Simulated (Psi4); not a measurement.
# CH4AlO2 (SMILES C[O][Al][OH]): U-wB97X-D/def2-SVPD

What is the vertical doublet–quartet gap of CH4AlO2 at U-wB97X-D/def2-SVPD? Input form: a Python script.

The results are computed with Psi4 1.11.

## 1. The system as given

CH4AlO2: 8 atoms, total charge 0, spin state doublet. SMILES: `C[O][Al][OH]`. Geometry: relaxed at PBE0-D4/def2-TZVP. This is one conformer, not always the lowest.

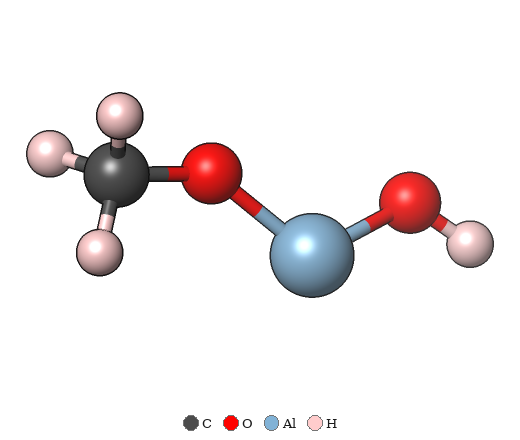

Viewed from a chosen angle; carbon dark grey, oxygen red, aluminium light blue, hydrogen pink.

## 2. The energy at U-wB97X-D/def2-SVPD

File ch4alo2.py:

```python
import psi4

psi4.set_memory(1600000000)
psi4.set_num_threads(1)
psi4.set_output_file('ch4alo2.out', False)

molecule = psi4.geometry("""
0 2
C      0.55312284     2.58117691    -1.26592753
O     -0.06765220     0.53384763     0.27268748
Al    -0.11829686    -2.64486068     0.17574453
O     -1.13742615    -4.14209069     2.83062076
H      1.24948691     1.99989716    -3.12919749
H     -1.10624567     3.78398759    -1.55108720
H      2.02200695     3.72559505    -0.36377228
H     -1.22132999    -5.94507839     2.92567399
units au
symmetry c1
""")

options = {'basis': 'def2-SVPD', 'reference': 'uks', 'puream': True, 'scf_type': 'pk', 'dft_radial_points': 99, 'dft_spherical_points': 590, 'maxiter': 100}
psi4.set_options(options)

e_tot, wfn = psi4.energy('wb97x-d', molecule=molecule, return_wfn=True)
print(f'total energy {e_tot:.8f} hartree = {e_tot * 27.211386:.5f} eV')
for k, v in sorted(psi4.core.scalar_variables().items()):
    print(f'{k:45s} {v:18.10f}')
```

Run with:

```console
$ python ch4alo2.py
```

ch4alo2.out, shortened:

```text
[...]
  Running in c1 symmetry.
[...]
  Nuclear repulsion =  149.181418761736637
[...]
  Multiplicity = 2
[...]
  Nalpha       = 20
  Nbeta        = 19
[...]
    Number of basis functions: 122
[...]
   @UKS iter   1:  -432.79304086474821   -5.97892e-01   7.77885e-03 ADIIS/DIIS
[...]
   @UKS iter   9:  -433.16740730713803   -6.15128e-07   8.35309e-07 DIIS
[...]
   @S^2 Observed:                7.515593023E-01
[...]
    Orbital Energies [Eh]
    ---------------------
    Alpha Occupied:
       1A    -56.197924     2A    -19.252869     3A    -19.249903
       4A    -10.343974     5A     -4.265521     6A     -2.809331
       7A     -2.807873     8A     -2.804485     9A     -1.086902
      10A     -1.066741    11A     -0.765232    12A     -0.600572
      13A     -0.562120    14A     -0.533325    15A     -0.528696
      16A     -0.453426    17A     -0.419747    18A     -0.390533
      19A     -0.373753    20A     -0.279944
    Alpha Virtual:
      21A      0.038837    22A      0.062563    23A      0.077585
      24A      0.097900    25A      0.120121    26A      0.131117
[...]
  @UKS Final Energy:  -433.16740730713803
   => Energetics <=
    Nuclear Repulsion Energy =            149.1814187617366372
    One-Electron Energy =                -894.7930319925053482
    Two-Electron Energy =                 342.7071115589810688
    DFT Exchange-Correlation Energy =     -30.2612645458950098
    Empirical Dispersion Energy =          -0.0016410894553337
    VV10 Nonlocal Energy =                  0.0000000000000000
    Total Energy =                       -433.1674073071380349
  UHF NO Occupations:
  HONO-2 :   18  A 1.9998508
  HONO-1 :   19  A 1.9995471
[...]
 Multipole Moments:
 ------------------------------------------------------------------------------------
     Multipole            Electronic (a.u.)      Nuclear  (a.u.)        Total (a.u.)
 ------------------------------------------------------------------------------------
 L = 1.  Multiply by 2.5417464519 to convert [e a0] to [Debye]
 Dipole X            :         -0.5889441            0.8205467            0.2316026
 Dipole Y            :         -5.2418635            4.9455392           -0.2963243
 Dipole Z            :          1.2178562           -1.8696356           -0.6517793
 Magnitude           :                                                    0.7525052
[...]
```

The script printed:

```text
total energy -433.16740731 hartree = -11787.08552 eV
CURRENT ENERGY                                   -433.1674073071
CURRENT REFERENCE ENERGY                         -433.1674073071
DD SOLVATION ENERGY                                 0.0000000000
DFT FUNCTIONAL TOTAL ENERGY                      -433.1657662177
DFT TOTAL ENERGY                                 -433.1674073071
DFT VV10 ENERGY                                     0.0000000000
DFT XC ENERGY                                     -30.2612645459
DISPERSION CORRECTION ENERGY                       -0.0016410895
GRID ELECTRONS ALPHA                               20.0000002592
GRID ELECTRONS BETA                                19.0000002001
GRID ELECTRONS TOTAL                               39.0000004592
NUCLEAR REPULSION ENERGY                          149.1814187617
ONE-ELECTRON ENERGY                              -894.7930319925
PCM POLARIZATION ENERGY                             0.0000000000
PE ENERGY                                           0.0000000000
SCF ITERATION ENERGY                             -433.1674073071
SCF ITERATIONS                                      9.0000000000
SCF TOTAL ENERGY                                 -433.1674073071
TWO-ELECTRON ENERGY                               342.7071115590
WB97X-D DISPERSION CORRECTION ENERGY               -0.0016410895
XC GRID RADIAL POINTS                              99.0000000000
XC GRID SPHERICAL POINTS                          590.0000000000
XC GRID TOTAL POINTS                           447755.0000000000
```

Run time: 25 s. Hardware: 1 thread of Intel Xeon 6975P-C (Granite Rapids), shared host; peak memory 0.99 GiB.

## 3. The quartet

File calc.py:

```python
import psi4

psi4.set_memory('1600 MB')
psi4.set_num_threads(1)
psi4.core.set_output_file('ch4alo2.out', False)

m = psi4.geometry("""
0 4
C      0.55312284     2.58117691    -1.26592753
O     -0.06765220     0.53384763     0.27268748
Al    -0.11829686    -2.64486068     0.17574453
O     -1.13742615    -4.14209069     2.83062076
H      1.24948691     1.99989716    -3.12919749
H     -1.10624567     3.78398759    -1.55108720
H      2.02200695     3.72559505    -0.36377228
H     -1.22132999    -5.94507839     2.92567399
units bohr
symmetry c1
""")

options = {'basis': 'def2-SVPD', 'reference': 'uks', 'puream': True, 'scf_type': 'pk', 'dft_radial_points': 99, 'dft_spherical_points': 590, 'maxiter': 100}
psi4.set_options(options)

E, wfn = psi4.energy("wb97x-d", return_wfn=True)
print('E =', round(E, 9))
```

Run with:

```console
$ python calc.py
```

ch4alo2.out, shortened:

```text
[...]
  Running in c1 symmetry.
[...]
  Nuclear repulsion =  149.181418761736637
[...]
  Multiplicity = 4
[...]
  Nalpha       = 21
  Nbeta        = 18
[...]
    Number of basis functions: 122
[...]
   @UKS iter   1:  -432.60966837791307   -4.14519e-01   6.86746e-03 DIIS/ADIIS
[...]
   @UKS iter  13:  -432.93183198679003   -9.70962e-07   4.23901e-07 DIIS
[...]
   @S^2 Observed:                3.756401405E+00
[...]
    Orbital Energies [Eh]
    ---------------------
    Alpha Occupied:
       1A    -56.168413     2A    -19.407995     3A    -19.256771
       4A    -10.426446     5A     -4.240186     6A     -2.784594
       7A     -2.781088     8A     -2.780661     9A     -1.228853
      10A     -1.072883    11A     -0.861764    12A     -0.679086
      13A     -0.659206    14A     -0.630279    15A     -0.587608
      16A     -0.519383    17A     -0.494248    18A     -0.449650
      19A     -0.432566    20A     -0.274194    21A     -0.145954
    Alpha Virtual:
      22A      0.057687    23A      0.072475    24A      0.086956
      25A      0.106213    26A      0.126382    27A      0.129706
[...]
  @UKS Final Energy:  -432.93183198679003
   => Energetics <=
    Nuclear Repulsion Energy =            149.1814187617366372
    One-Electron Energy =                -893.1231265015495637
    Two-Electron Energy =                 341.1939429197356048
    DFT Exchange-Correlation Energy =     -30.1824260772573112
    Empirical Dispersion Energy =          -0.0016410894553337
    VV10 Nonlocal Energy =                  0.0000000000000000
    Total Energy =                       -432.9318319867900300
  UHF NO Occupations:
  HONO-2 :   19  A 1.0000000
  HONO-1 :   20  A 1.0000000
[...]
 Multipole Moments:
 ------------------------------------------------------------------------------------
     Multipole            Electronic (a.u.)      Nuclear  (a.u.)        Total (a.u.)
 ------------------------------------------------------------------------------------
 L = 1.  Multiply by 2.5417464519 to convert [e a0] to [Debye]
 Dipole X            :         -0.6543134            0.8205467            0.1662333
 Dipole Y            :         -3.1351644            4.9455392            1.8103748
 Dipole Z            :          1.5483444           -1.8696356           -0.3212911
 Magnitude           :                                                    1.8461632
[...]
```

The script printed:

```text
E = -432.931831987
```

It took 33 s on 1 thread of Intel Xeon 6975P-C (Granite Rapids), shared host; peak memory 0.99 GiB.

## 4. Summary of results

Level: U-wB97X-D/def2-SVPD.

```
                                        quantity          value
                           doublet: total energy  -433.16741 Eh
                          doublet: dipole moment         1.91 D
     doublet: HOMO energy (highest over α and β)       -7.62 eV
      doublet: LUMO energy (lowest over α and β)       -1.42 eV
                      doublet: dispersion energy   -4.31 kJ/mol
                                   doublet: ⟨S²⟩          0.752
                           quartet: total energy  -432.93183 Eh
                          quartet: dipole moment         4.69 D
     quartet: HOMO energy (highest over α and β)       -3.97 eV
                      quartet: dispersion energy   -4.31 kJ/mol
                                   quartet: ⟨S²⟩          3.756
vertical energy of the quartet above the doublet       6.410 eV
```

What this shows: At this shape the quartet lies 6.41 eV (619 kJ/mol) above the doublet.
